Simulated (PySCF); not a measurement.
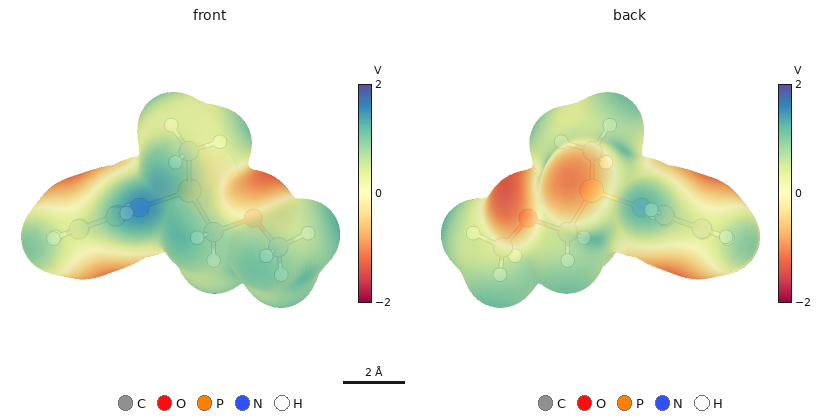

Figure. C7H12NOP. The molecular electrostatic potential painted on the density surface at 0.004 e/bohr³, seen from the front and from behind; red is negative and blue positive.

Geometry: GFN2-xTB.

Computed with PBE0/pcSseg-1, SCF density, gas phase, non-relativistic in PySCF 2.14.0.

```xyz
22

C    -3.5986   -0.0469   -0.8397
O    -2.5944    0.1491    0.1228
C    -1.3289   -0.2973   -0.2916
P    -0.2536   -0.1273    1.2304
C    -0.2574    1.7192    1.3186
N     1.2812   -0.3938    0.4738
C     1.8690    0.2363   -0.5924
C     3.0786   -0.3419   -0.8358
C     3.2504   -1.3730    0.1151
C     2.1369   -1.3775    0.8986
H    -3.3758    0.5033   -1.7627
H    -4.5236    0.3287   -0.4066
H    -3.7132   -1.1103   -1.0835
H    -0.9522    0.2945   -1.1427
H    -1.3592   -1.3550   -0.6000
H    -0.0003    2.1734    0.3632
H    -1.2575    2.0328    1.6110
H     0.4524    2.0405    2.0795
H     1.3931    1.0515   -1.1020
H     3.7720   -0.0645   -1.6056
H     4.0976   -2.0246    0.2014
H     1.8731   -1.9977    1.7331
```

Where is the surface potential most negative and most positive?

Answer. The most negative region (about −1.3 V) lies over O2, the most positive (about +1.5 V) over H19. O2 is the likeliest acceptor of a hydrogen bond.

What dipole moment does the calculation give?

Answer. Its dipole moment is 2.26 D.
